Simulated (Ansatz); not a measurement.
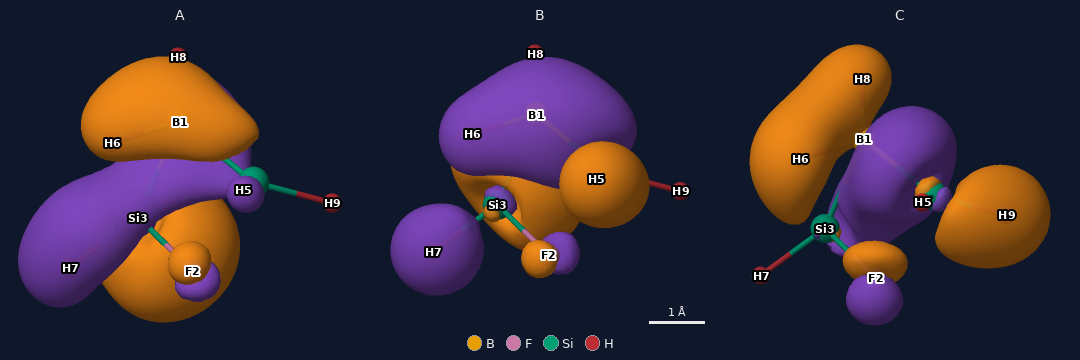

The picture shows: BFH5Si2 (charge +1). Three frontier orbitals at ±0.1 Å⁻³ᐟ² (orange and purple are the two phases), in no order.

Geometry: B3LYP-D3(BJ)/def2-SVP.

Theory: Ansatz 0.2.0, isolated molecule in a Gaussian basis; Kohn-Sham density functional theory, functional PBE0.

```xyz
9

B     0.9359   -0.7734   -0.4203
F    -1.3807    0.3909    0.0540
Si   -0.7118   -0.5082   -1.3227
Si    0.0948   -0.0174    1.2412
H     0.3997    1.3463    1.7226
H     0.8882    0.2857   -1.2257
H    -1.4455    0.0596   -2.4802
H     1.8761   -1.4719   -0.6436
H    -0.5522   -0.8966    2.2358
```

Q: Which picture is the HOMO−1, the HOMO and the LUMO?

A: C is the HOMO−1 (−14.44 eV). By Hirshfeld shares it lies mainly on B1 (about 30 %), Si4 (about 25 %), Si3 (about 15 %), H9 (about 10 %), H6 (about 10 %) and F2 (about 5 %). B is the HOMO (−13.47 eV). By Hirshfeld shares it lies mainly on Si3 (about 35 %), B1 (about 30 %), Si4 (about 15 %) and H7 (about 5 %). A is the LUMO (−7.71 eV). By Hirshfeld shares it lies mainly on Si3 (about 60 %), B1 (about 20 %), H7 (about 5 %) and Si4 (about 5 %).

Q: What is the HOMO–LUMO gap?

A: 5.76 eV between the orbital energies.
